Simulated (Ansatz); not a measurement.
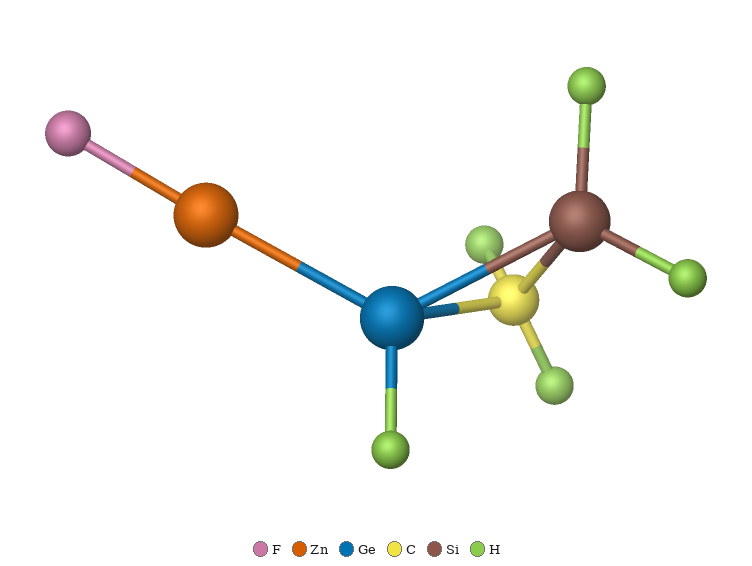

Describe the molecule.

Formula CH5FGeSiZn. As SMILES it reads `[F][Zn][Ge@H]1[CH2][SiH2]1`. Among its groups: Si–H bond. The point group is C1. Coordination, clear cases only: 1 Zn linear.

More results for the same structure follow; atom numbers are the same in all pictures, views and colours differ. The geometry was computed by an optimisation with PBE0-D4/def2-TZVP.

**Shape**

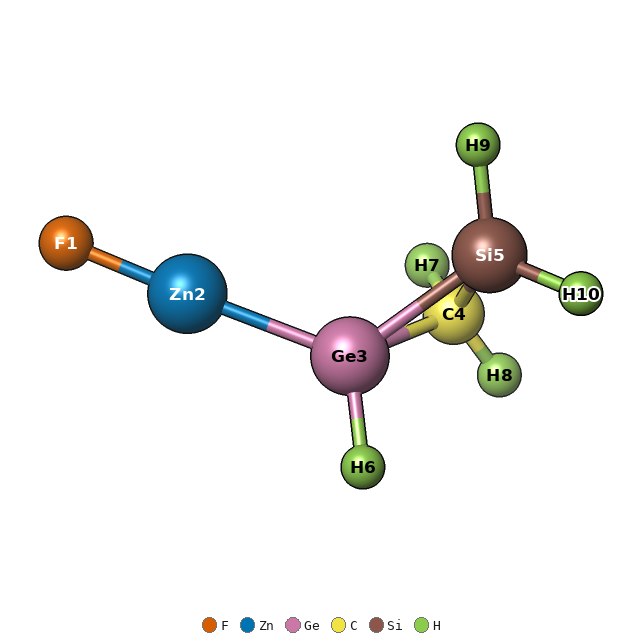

Numbered structure.

Estimate the angles F1–Zn2–Ge3, Zn2–Ge3–C4, Zn2–Ge3–Si5, Zn2–Ge3–H6, Ge3–C4–H8, Ge3–Si5–H9, Ge3–Si5–H10, C4–Ge3–H6, C4–Si5–H10, Si5–Ge3–H6, Si5–C4–H7, Si5–C4–H8.

```tsv
angle	degrees
F1–Zn2–Ge3	178.3
Zn2–Ge3–C4	117.1
Zn2–Ge3–Si5	123.5
Zn2–Ge3–H6	118.3
Ge3–C4–H8	114.1
Ge3–Si5–H9	120.2
Ge3–Si5–H10	120.7
C4–Ge3–H6	110.8
C4–Si5–H10	117.4
Si5–Ge3–H6	116.4
Si5–C4–H7	118.4
Si5–C4–H8	118.2
```

**Vibrations**

Harmonic vibrations computed with RKS PBE0-D4/def2-TZVP (Ansatz 0.2.0) at a stationary point of the same level.

How many vibrational modes are there, and where do they lie?

Answer. 24 modes: 55, 75, 123, 135, 238, 337, 386, 455, 459, 561, 604, 653, 656, 736, 761, 873, 894, 919, 1371, 2148, 2237, 2260, 3131, 3213 cm⁻¹.

**Levels of theory compared**

Program: Ansatz 0.2.0.

Compare HOMO energy (eV) at these levels: B97M-V/def2-TZVPP; BHLYP-D4/def2-TZVPP; BLYP-D4/def2-TZVPP; PBE0-D4/def2-QZVPP; revPBE-D4/def2-TZVPP; ωB97M-V/def2-QZVPP; ωB97X-V/def2-TZVPP.

| level | HOMO energy (eV) |
| --- | --- |
| B97M-V/def2-TZVPP | −6.03 |
| BHLYP-D4/def2-TZVPP | −7.56 |
| BLYP-D4/def2-TZVPP | −5.69 |
| PBE0-D4/def2-QZVPP | −6.76 |
| revPBE-D4/def2-TZVPP | −5.78 |
| ωB97M-V/def2-QZVPP | −8.69 |
| ωB97X-V/def2-TZVPP | −8.84 |

**Dipole moment**

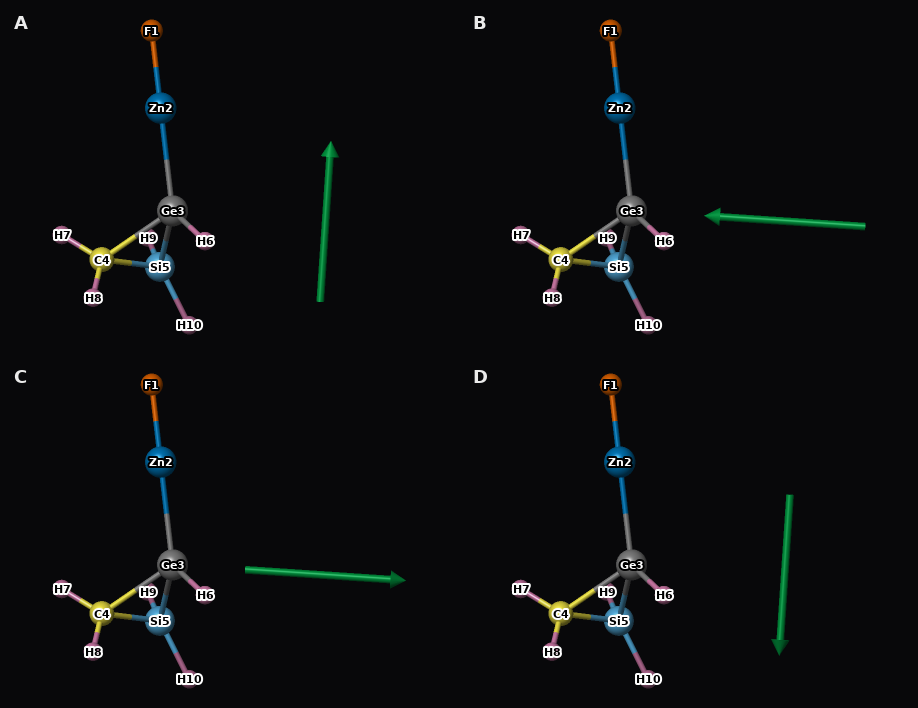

The same molecule four times, each with an arrow. Method: RKS r2SCAN-D4/def2-TZVPP (Ansatz 0.2.0).

Which arrow points along the dipole moment, from the negative to the positive end?

Answer. D. The dipole moment is 2.85 D; it points from the side of F1 to the side of H10 (the outermost atoms at the two ends).
